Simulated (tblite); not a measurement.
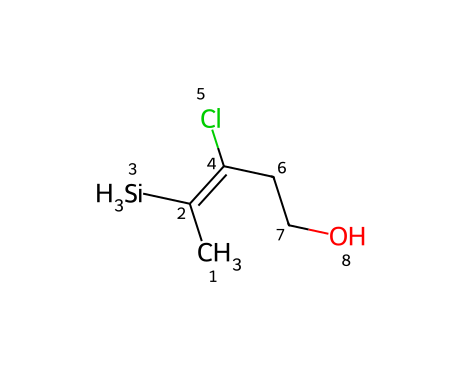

A structural formula, with wedges where it has stereocentres; small numbers name the atoms. The configuration is that of a computed structure (GFN2-xTB).

Give the R/S and E/Z labels.

Answer. C2=C4: Z.

Write the isomeric SMILES.

Answer. C/C([SiH3])=C(/Cl)CCO
